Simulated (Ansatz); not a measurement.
GeH3F: several calculations on one system

### Relaxation

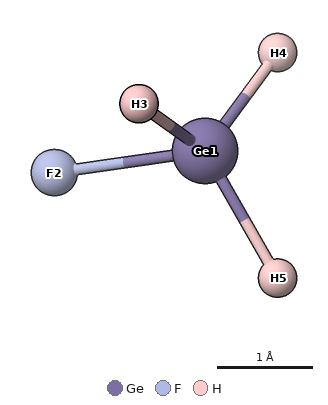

Starting structure of GeH₃F. The picture is a ball-and-stick view, seen at a tilt.

The run prepares an end point of a later path (reaction) calculation, from a guessed geometry.

Theory: RKS B3LYP-D4/def2-SVP (Ansatz 0.2.0).

The input:
```yaml
crystal:
  periodic: [false, false, false]
  atoms:
    - { symbol: Ge, position_ang: [0.194925, 0.0, 0.050504] }
    - { symbol: F, position_ang: [0.558624, 0.0, 1.716211] }
    - { symbol: H, position_ang: [1.712283, 0.0, -0.129383] }
    - { symbol: H, position_ang: [-0.574916, 1.274928, -0.353116] }
    - { symbol: H, position_ang: [-0.574916, -1.274928, -0.353116] }
basis:
  gaussian: { orbitals: def2-SVP }
hamiltonian:
  xc: b3lyp
  dispersion: d4
relax:
  f_tol: 0.03
  max_steps: 50
```

Run as
```bash
ansatz run input.yaml --threads 1 --pin off --max-ram 2048MiB --backend cpu --events-out ev --progress --plain --runs-dir out
```

> What does the optimiser find from here?

The atom that moves furthest after the best rigid fit is H3 (0.27 Å). By element the largest moves are H 0.27 Å, F 0.26 Å, Ge 0.08 Å. Among the contacts that change: Ge1–F2 1.705 → 1.751 Å, Ge1–H3 1.528 → 1.539 Å, Ge1–H4 1.543 → 1.539 Å. Bond angles that change, for instance: F2–Ge1–H3 84.4° → 106.7°, H3–Ge1–H4 117.7° → 112.1°, F2–Ge1–H4 111.2° → 106.7°. The energy falls by 39.8 kJ/mol in 4 geometry steps. Largest force component: 2.2 eV/Å at the start, 0.013 eV/Å at the end. Cost: 10 s on 1 thread of AMD EPYC 7R43 64-Core Processor (Zen 3), with other jobs on the host, peak memory 0.13 GiB.

The structure at the end:

```xyz
5

Ge    0.2595    0.0000    0.1007
F     0.3349    0.0000    1.8503
H     1.7136    0.0000   -0.4036
H    -0.4960    1.2769   -0.3081
H    -0.4960   -1.2769   -0.3081
```

The end point in the same view:

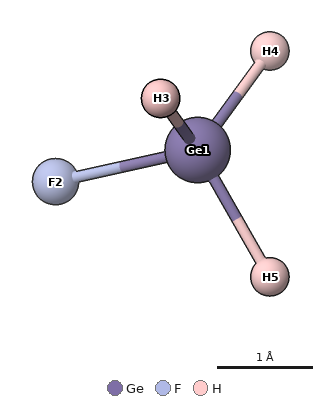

### Relaxation

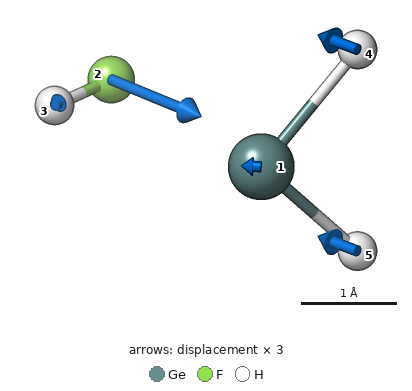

This is a relaxation of GeH3F. The starting structure is drawn; blue arrows show the displacements, 3 times their true length. The two geometries are superimposed by the best rigid fit.

The picture is a ball-and-stick view, seen at a tilt.

The run prepares an end point of a later path (reaction) calculation, from a guessed geometry.

All numbers below come from Ansatz 0.2.0, RKS B3LYP-D4/def2-SVP. Settings: no spin polarisation; force threshold 0.03 eV/Å; at most 50 steps.

> Which element moves most?

Fluorine: up to 0.47 Å, against 0.20 Å for hydrogen.

> What did the optimiser do to the structure, and how much energy did it gain?

Over 6 geometry steps the energy falls by 12.9 kJ/mol. Largest force component: 0.32 eV/Å at the start, 0.014 eV/Å at the end. The largest move after the best rigid fit is that of F2, 0.47 Å. By element the largest moves are F 0.47 Å, H 0.20 Å, Ge 0.07 Å. Near-neighbour distances that change, for instance: Ge1–F2 2.868 → 2.366 Å, F2–H3 0.927 → 0.932 Å. The run took 13 s on 1 thread of AMD EPYC 7R43 64-Core Processor (Zen 3) (shared host), peak memory 0.13 GiB.

Limits of the set-up: the start holds two separate molecules, 2.8 Å apart at their closest, whose relative position is a soft coordinate.

### Path

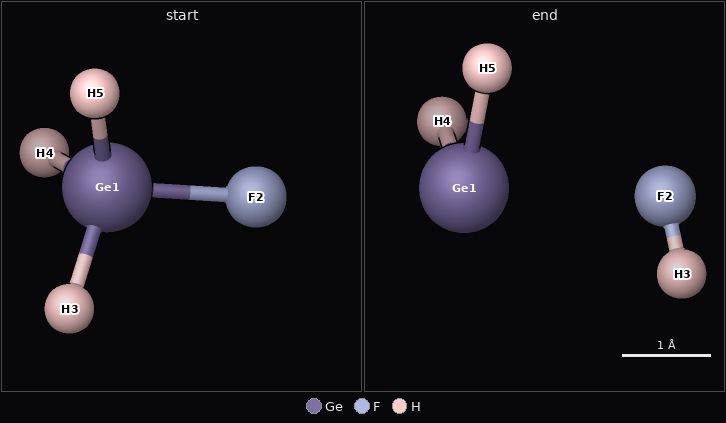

The two relaxed end points of a path for GeH$_{3}$F. The picture is a ball-and-stick view, seen at a tilt.

These are results of RKS B3LYP-D4/def2-SVP in Ansatz 0.2.0, not measurements.

Run with 7 movable images; climbing image; force threshold 0.05 eV/Å; iteration limit 60.

Start:
```xyz
5

Ge    0.2596    0.0000    0.1007
F     0.3314    0.0000    1.8504
H     1.7149    0.0000   -0.4006
H    -0.4950    1.2769   -0.3097
H    -0.4950   -1.2769   -0.3097
```

End:
```xyz
5

Ge   -0.0206    0.0000   -0.7999
F     1.1898    0.0000    1.2327
H     2.0643    0.0000    0.9107
H    -0.9587    1.1483   -0.2062
H    -0.9587   -1.1483   -0.2062
```

**Predict the minimum-energy path and its barrier.**

The energy climbs by 255.1 kJ/mol to image 5 and then falls by 72.4 kJ/mol, so the end point sits at +182.8 kJ/mol. Breaking: Ge1–F2 (1.75 → 2.04 at the top → 2.37 Å), Ge1–H3 (1.54 → 1.64 at the top → 2.70 Å). Forming: F2–H3 (2.64 → 1.27 at the top → 0.93 Å). The band converged in 7 iterations. The largest component of the band force went from 3.8 to 0.011 eV/Å. The climbing image converged on the top of the path. Its vibrational analysis gives one imaginary mode (1294i cm⁻¹), as a transition state must have.

Energies of the converged images:

```tsv
image	path (Å)	E (kJ/mol)
0	0.00	0.0
1	0.26	11.6
2	0.52	51.9
3	0.78	125.7
4	1.05	213.0
5	1.31	255.1
6	1.64	209.7
7	1.96	187.6
8	2.29	182.8
```

The geometry at the top of the path:

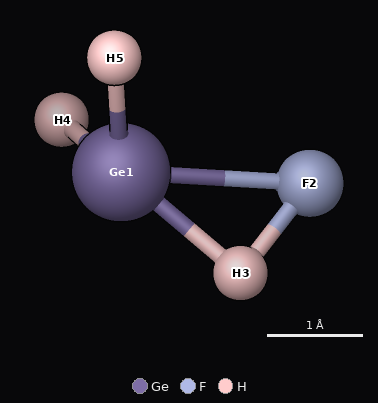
